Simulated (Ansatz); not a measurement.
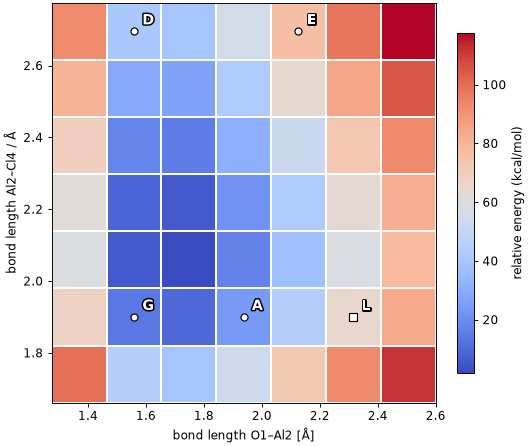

AlClFHO, SMILES [OH][Al]([F])[Cl]. Coordinates scanned: (1) bond length O1–Al2; (2) bond length Al2–Cl4. Nothing is relaxed (all other coordinates rigid). The scan uses a 7 × 7 grid. Energies: kcal/mol, counted from the relaxed molecule at the same level. The reference is spin-restricted, which grows unreliable where a bond is stretched far. Theory: Ansatz, RKS CAM-B3LYP-D4/def2-TZVP.

In the figure: one coloured cell a grid point, lettered points.

Question: Rank the lettered points by energy, lowest first.

Answer: G (14 kcal/mol), A (24 kcal/mol), D (41 kcal/mol), L (65 kcal/mol), E (77 kcal/mol).

Question: What kind of point is each of A, L: minimum, saddle, maximum or slope?

Answer: A: on a slope; L: on a slope. (In these two coordinates alone; a stationary point may lie a little off the grid point.)
